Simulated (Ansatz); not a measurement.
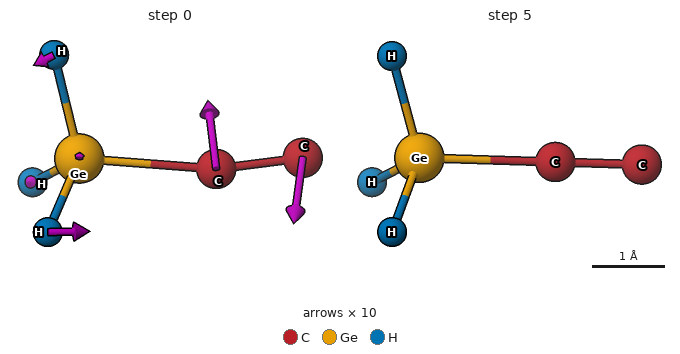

The structure of C₂H₃Ge (multiplicity 2) before (left) and after (right) a relaxation, at one scale. The purple arrows give the displacements, 10 times their true length.

Style: ball-and-stick. Shown face on.

The start comes from PBE-D4/def2-SVP.

Theory: UKS PBE0-D4/def2-TZVP in Ansatz 0.2.0. Settings: force threshold 0.005 eV/Å; at most 150 steps.

### Describe what moved and what it gained.

Over 5 geometry steps the energy falls by 5.47 kJ/mol. The largest force component goes from 2 to 0.0021 eV/Å. A C atom moves most after the best rigid fit: 0.12 Å. Largest moves by element: C 0.12 Å, H 0.06 Å, Ge 0.01 Å. Among the contacts that change: C–C 1.243 → 1.211 Å, Ge–H 1.546 → 1.532 Å, C–Ge 1.915 → 1.905 Å. Among the angles between lasting bonds that change: C–C–Ge 166.2° → 180.0°.
